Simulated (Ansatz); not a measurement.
The figure comes from a scan of HfC (rock salt): a phonon pattern at X = (0.5, 0.5, 0.0) is frozen into a 4-atom cell, Q being the largest atomic displacement. Calculation: PBE (plane waves to 420 eV, PAW, scalar-relativistic; Ansatz, an electronic-structure program). k mesh 17×17×17 (Γ-centred), Fermi-Dirac smearing 0.05 eV. E stands for the smeared free energy. With partly filled bands, energies and forces of such displacements shift with the k mesh and the smearing. HfC is run without spin polarisation. HfC was relaxed with its symmetry unable to fall. Spin-orbit coupling is left out, though Hf is heavy. ΔE is measured from the undisplaced structure.

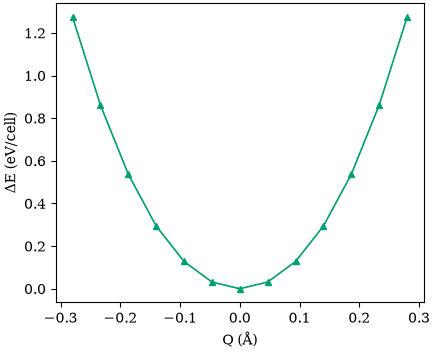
Fig. 1. ΔE (eV/cell) against Q (Å); markers are the computed points, lines only join them.

Q: Read the plotted values off the figure, to the accuracy that the plot allows.

A: To the nearest 0.02:

```json
[
 {"Q (Å)": "-0.280", "ΔE (eV/cell)": "1.28"},
 {"Q (Å)": "-0.233", "ΔE (eV/cell)": "0.86"},
 {"Q (Å)": "-0.187", "ΔE (eV/cell)": "0.54"},
 {"Q (Å)": "-0.140", "ΔE (eV/cell)": "0.30"},
 {"Q (Å)": "-0.093", "ΔE (eV/cell)": "0.12"},
 {"Q (Å)": "-0.047", "ΔE (eV/cell)": "0.04"},
 {"Q (Å)": "0.000", "ΔE (eV/cell)": "0.00"},
 {"Q (Å)": "0.047", "ΔE (eV/cell)": "0.04"},
 {"Q (Å)": "0.093", "ΔE (eV/cell)": "0.12"},
 {"Q (Å)": "0.140", "ΔE (eV/cell)": "0.30"},
 {"Q (Å)": "0.187", "ΔE (eV/cell)": "0.54"},
 {"Q (Å)": "0.233", "ΔE (eV/cell)": "0.86"},
 {"Q (Å)": "0.280", "ΔE (eV/cell)": "1.28"}
]
```

(A displaced cell: forces are minus the slopes of the energy, force constants its curvatures, and phonons follow from these.)
